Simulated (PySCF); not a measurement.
# CH7NOSi3: the cost of one run

Computed with PySCF 2.14.0, with density-fitted response routines of our own, on a single molecule in the gas phase. Atoms are numbered from 0 throughout.

**1. The molecule as given**

13 atoms, charge 0, multiplicity 1; geometry from: PBE0-D3(BJ)/def2-SVP.

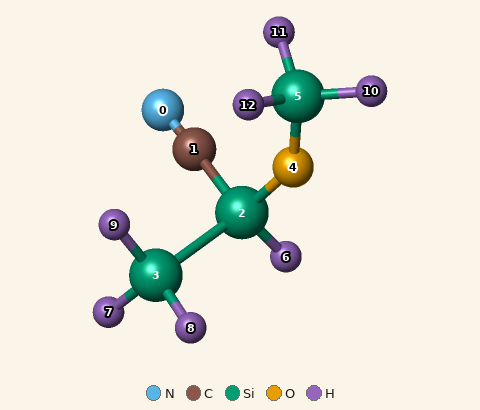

As it starts; nitrogen blue, carbon brown, silicon teal, oxygen amber, hydrogen purple, atoms numbered.

**2. NMR shieldings: HF/pcSseg-1**

The job: settings as JSON, then the geometry in Å.

```
{"job": {"kind": "nmr", "xc": "HF", "basis": "pcSseg-1", "pop": false}, "charge": 0, "multiplicity": 1}
N      0.727614     2.903692    -1.181434
C      0.418069     1.785481    -1.173133
Si    -0.125082    -0.001034    -1.101664
Si    -2.247235    -0.022959    -0.105050
O      0.977350    -0.836925    -0.204845
Si     1.905261    -0.815259     1.181171
H     -0.103806    -0.496317    -2.503083
H     -3.187712     0.809818    -0.912962
H     -2.750242    -1.428288    -0.038258
H     -2.131983     0.533917     1.276153
H      2.764944    -2.029529     1.168572
H      2.744346     0.417215     1.205746
H      1.013206    -0.836838     2.378449
```

Level: GIAO HF/pcSseg-1 NMR shielding, non-relativistic, gas phase.

On the command line:

```
$ OMP_NUM_THREADS=1 python probes_run.py task.json out
```

The driver reads the jobs from task.json and runs them one after another.

**Question.** How long does this first job take on 1 thread of Arm Neoverse V2, shared host, and how much memory does it need?

About 8.6 s, with a peak of 0.85 GiB.
